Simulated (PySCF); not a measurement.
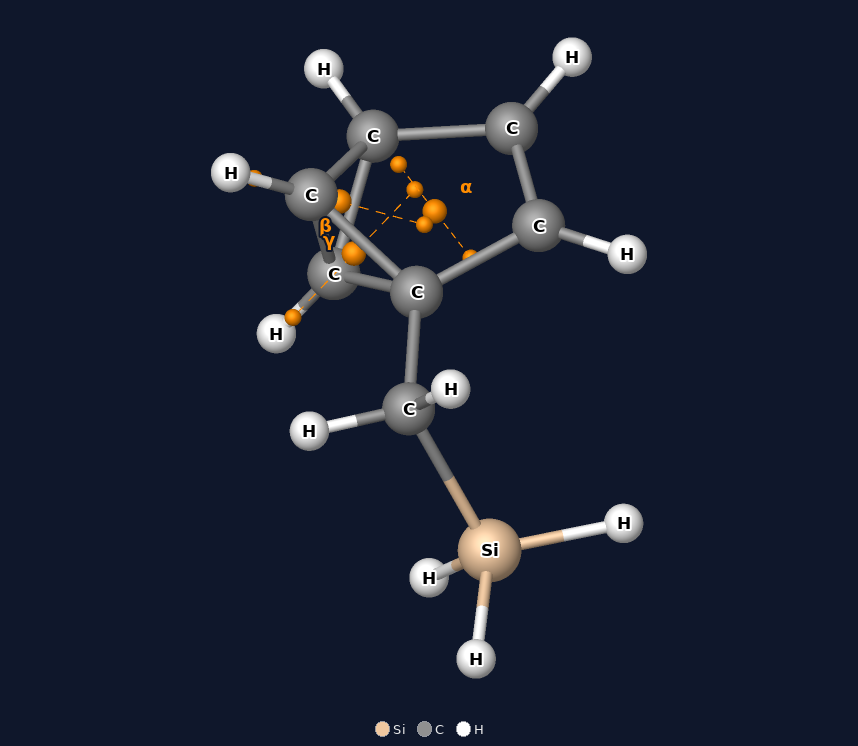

The small points mark where nucleus-independent chemical shifts (NICS) were computed: at the centre of each lettered ring and 1 Å above and below it. The computed structure is the end point of a GFN2-xTB optimisation. No frequency run is at hand to confirm it as a minimum. Level of theory: GIAO PBE0/pcSseg-1 NMR shielding, non-relativistic, gas phase (PySCF 2.14.0).

Give NICS(0), NICS(1) and the out-of-plane component NICS(1)zz for each ring (means of the two sides).

```json
{"ring": "α", "members": "C5", "NICS(0)": "−8.7", "NICS(1)": "−7.2", "NICS(1)zz": "−0.8"}
{"ring": "β", "members": "C3", "NICS(0)": "−41.8", "NICS(1)": "−10.9", "NICS(1)zz": "−22.3"}
{"ring": "γ", "members": "C3", "NICS(0)": "−41.2", "NICS(1)": "−11.7", "NICS(1)zz": "−24.7"}
```

Values in ppm.

### What do the values say about the ring currents?

Ring α: weak, as in a non-aromatic ring. NICS is one index among several.

The geometry is semi-empirical. Around Si such bond lengths and angles can be off by a tenth of an ångström or more and by several degrees, and values that hang on the shape move with them.
